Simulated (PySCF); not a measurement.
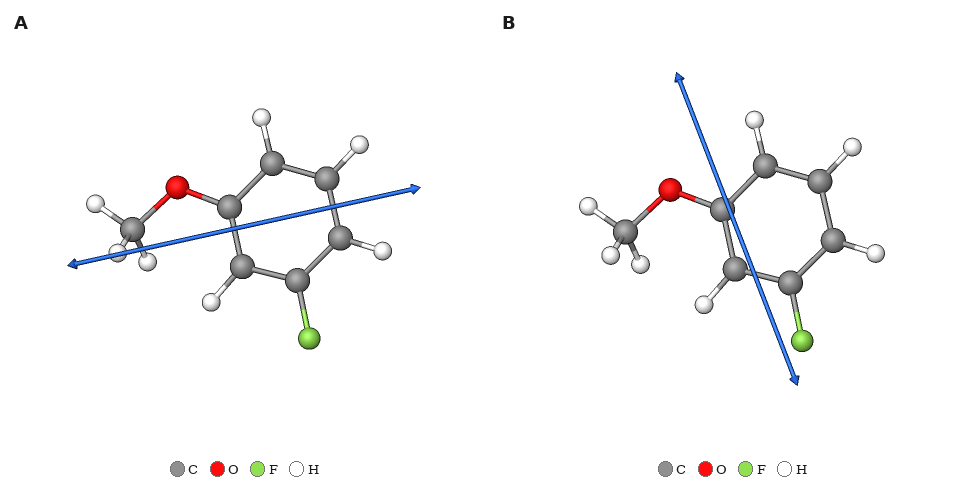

The double arrows show the directions of two transition dipoles from the ground state (lengths mean nothing). The computed structure is the end point of a GFN2-xTB optimisation. No frequency run is at hand to confirm it as a minimum. Method: TDDFT PBE0/def2-SVPD, vertical, gas phase, core orbitals frozen in the response (PySCF 2.14.0).

One belongs to singlet state 1 and one to singlet state 2. Which is which?

Answer. A: state 2, 5.97 eV (208 nm), oscillator strength 0.092, mainly HOMO → LUMO+1 (weight 0.77).
B: state 1, 5.24 eV (237 nm), oscillator strength 0.028, mainly HOMO → LUMO (weight 0.78).
